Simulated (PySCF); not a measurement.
Molecule: C₂H₁₀OSi₂, SMILES CC[SiH2]O[SiH3], singlet. Atoms near the plane z = 0.0 Å, at the GFN2-xTB optimised geometry (x, y, z in Å): C1 (2.7, -1.4, 0.1), C2 (1.2, -1.2, 0.1), Si3 (0.7, 0.6, 0.0), O4 (-1.0, 0.6, 0.0), Si5 (-2.5, 1.0, 0.0), H6 (3.0, -2.4, 0.1), H7 (3.2, -0.9, -0.8), H8 (3.2, -0.9, 1.0), H9 (0.8, -1.8, -0.8), H10 (0.8, -1.7, 1.0), H14 (-2.6, 2.4, 0.4), H15 (-3.2, 0.1, 1.0).

Level of theory: B3LYP/def2-TZVP (PySCF). Cells within 0.4 Å of a nucleus heavier than hydrogen are left out (blank, or x). The values are rescaled to run from 0 to 1.

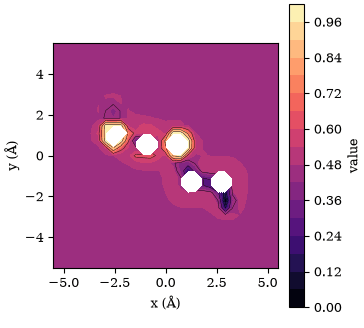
Fig. 1. a field on the plane z = 0.0 Å.

Problem. Which quantity is mapped?
A) deformation density (molecule minus spherical neutral atoms)
B) Laplacian of the electron density
C) electron localisation function
D) log10 of the electron density

Solution. B, Laplacian of the electron density. In full: Laplacian of the electron density (e/bohr⁵), clipped to [-1.50, 1.50].
